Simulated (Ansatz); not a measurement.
# BSF + HF: a complex and its separated parts

The complex below is one end of an elementary step. How strongly is it bound against its free parts?

Program: Ansatz 0.2.0, Gaussian basis. Level of theory: PBE0-D4/def2-TZVP structures, single points in def2-TZVPP, no counterpoise correction. These are calculated values, not measurements.

Levels: SPW92, PBE-D4, BLYP-D4, r2SCAN-D4, B97M-V, PBE0-D4, B3LYP-D4, r2SCAN0-D4, BHLYP-D4, CAM-B3LYP-D4, wB97X-V, wB97M-V, B2PLYP, PBE-QIDH, RPA on PBE, Hartree-Fock, MP2, CCSD, CCSD(T).

Correlated methods freeze the cores. B3LYP uses VWN-RPA correlation. B2PLYP carries no dispersion term here.

57 further runs of the same task are left out: 1 that didn't finish, 56 set aside as unsound or not needed.

## Step 1: Starting geometry

The complex: 5 atoms, charge 0, spin multiplicity 1.

Atoms are counted from 1 here; the program's logs count them from 0.

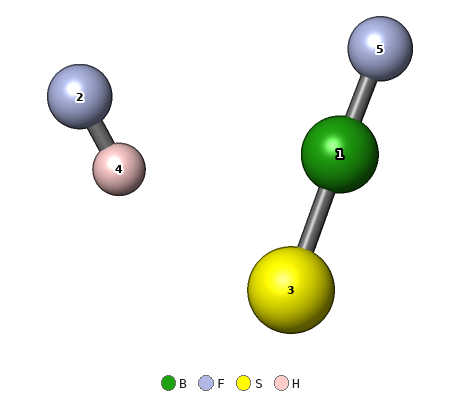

As it starts; boron green, fluorine light blue, sulfur yellow, hydrogen pink; atoms are numbered from 1 in the order of the file.

Geometry (Å):

```
atom     x (Å)     y (Å)     z (Å)
  B1   0.04702   0.21685  -1.08355
  F2  -0.16653   0.19188   1.91942
  S3   0.26171  -1.37297  -0.87264
  H4  -0.02290  -0.49792   1.31168
  F5  -0.11929   1.46215  -1.27480
```

Its parts: BSF holds atoms 1, 3, 5; HF holds atoms 2, 4. Each part counts its atoms afresh in its own runs.

## Step 2: Relaxing BSF alone

File relax-a/in.yaml:

```yaml
crystal:
  periodic: [false, false, false]
  atoms:
    - {symbol: B, position_ang: [0.047015, 0.216852, -1.083552]}
    - {symbol: S, position_ang: [0.261705, -1.372967, -0.872642]}
    - {symbol: F, position_ang: [-0.119287, 1.462154, -1.274799]}
basis:
  gaussian: {orbitals: def2-TZVP}
hamiltonian: {xc: pbe0, dispersion: d4}
relax: {f_tol: 0.005, max_steps: 200}
```

Run with:

```
ansatz run in.yaml --threads 2 --pin off --events-out ev --progress --plain --max-ram 4352MiB
```

Further steps of the session: Relaxing HF alone; SPW92/def2-TZVPP; PBE-D4/def2-TZVPP; BLYP-D4/def2-TZVPP; r2SCAN-D4/def2-TZVPP; B97M-V/def2-TZVPP; PBE0-D4/def2-TZVPP; B3LYP-D4/def2-TZVPP; r2SCAN0-D4/def2-TZVPP; BHLYP-D4/def2-TZVPP; CAM-B3LYP-D4/def2-TZVPP; wB97X-V/def2-TZVPP; wB97M-V/def2-TZVPP; B2PLYP/def2-TZVPP; PBE-QIDH/def2-TZVPP; RPA on PBE/def2-TZVPP; CCSD(T)/def2-TZVPP; Vibrations of BSF; Vibrations of HF.

What does the calculation give? Wanted: complex less parts, CCSD(T)/def2-TZVPP; with zero-point energy; largest T1 diagnostic.

The runs gave:

```
                              quantity          value
complex less parts, CCSD(T)/def2-TZVPP  -3.3 kcal/mol
                with zero-point energy  -2.1 kcal/mol
                 largest T1 diagnostic          0.015
```

In words: At CCSD(T) the complex lies 3.3 kcal/mol below its parts. The functionals run from B2PLYP, off by -0.1 kcal/mol, to SPW92, off by -4.2 kcal/mol, against CCSD(T). Mean unsigned error by rung: LDA 4.2, GGA 1.7, meta-GGA 1.3, hybrid 1.1, range-separated hybrid 1.2, double hybrid 0.3 kcal/mol. PBE-D4 gives a relative energy 2.0 kcal/mol too low, outside chemical accuracy (1 kcal/mol). No counterpoise was applied, and triple zeta lacks some correlation, so the CCSD(T) reference has a basis error of its own, and close matches with it are partly luck.
